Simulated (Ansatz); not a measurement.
Al2Cu (Al2Cu type, space group I4/mcm)

```
CELL_PARAMETERS angstrom
     -3.00291     3.00291     2.39485
      3.00291    -3.00291     2.39485
      3.00291     3.00291    -2.39485
ATOMIC_POSITIONS crystal
  Al 0.65905 0.15905 0.81810
  Al 0.84095 0.65905 0.50000
  Al 0.15905 0.34095 0.50000
  Al 0.34095 0.84095 0.18190
  Cu 0.25000 0.25000 0.00000
  Cu 0.75000 0.75000 0.00000
```

E(V) scan at fixed shape, V₀ the volume above. The atoms relax within the cell's symmetry.

Method: r2SCAN (plane waves to 500 eV, PAW, scalar-relativistic; Ansatz, a quantum-chemistry and plane-wave program). k mesh 12×12×12 (Γ-centred), Fermi-Dirac smearing 0.05 eV. Energies are smeared free energies. With the shape held, the modulus is that of even scaling; a crystal free to change shape is softer. Al2Cu is run without spin polarisation. Al2Cu was relaxed with its symmetry unable to fall. The zero of ΔE is the relaxed starting cell.

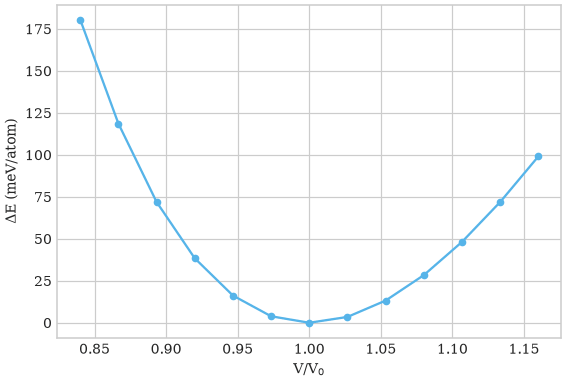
Figure: ΔE (meV/atom) against V/V₀; one marker a computed point.

What is ΔE at V/V₀ = 0.840?

About 180 meV/atom.

What is ΔE at V/V₀ = 1.160?

About 99 meV/atom.

What bulk modulus at fixed cell shape B₀ follows from a third-order Birch-Murnaghan fit?

About 110 GPa.

(A scan under strain: stresses follow from slopes of the energy per volume, elastic moduli from its curvatures.)
